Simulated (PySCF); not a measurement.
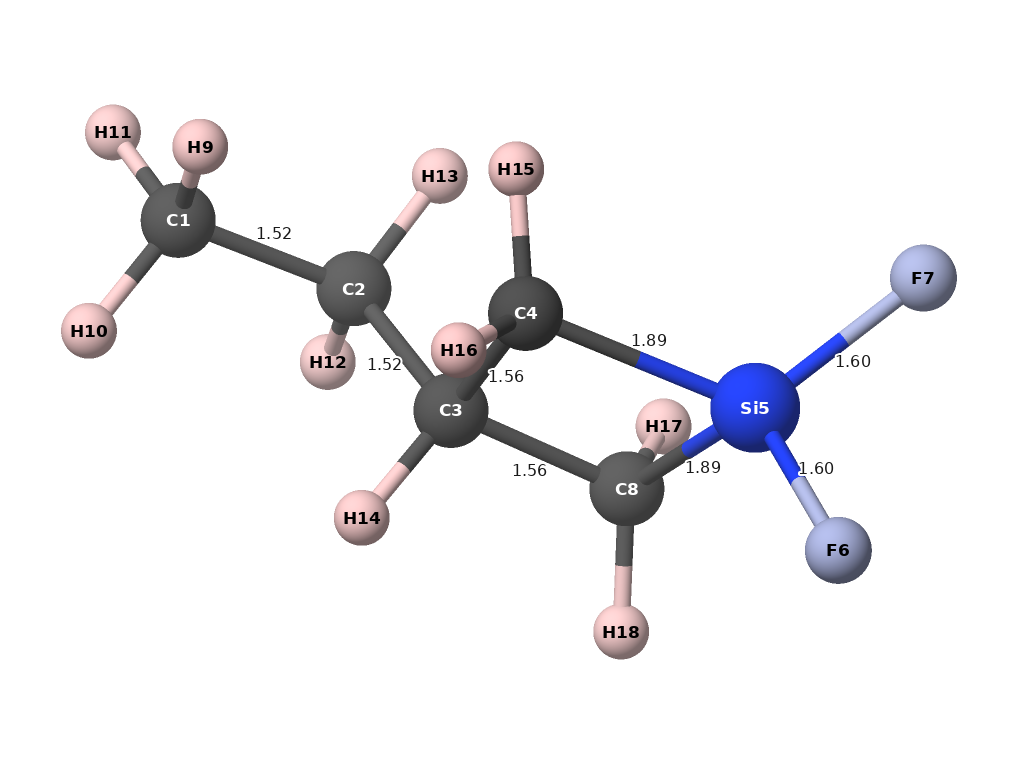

The numbers beside the sticks are distances in Å. Sticks don't show bond order. The computed structure is the end point of a GFN2-xTB optimisation. No frequency run is at hand to confirm it as a minimum.

Which of the marked bonds are single, double, triple or aromatic?

C1–C2 single; C2–C3 single; C3–C4 single; C3–C8 single; C4–Si5 single; Si5–F6 single; Si5–F7 single; Si5–C8 single.

Give the structure as SMILES.

CCC1C[Si](F)(F)C1
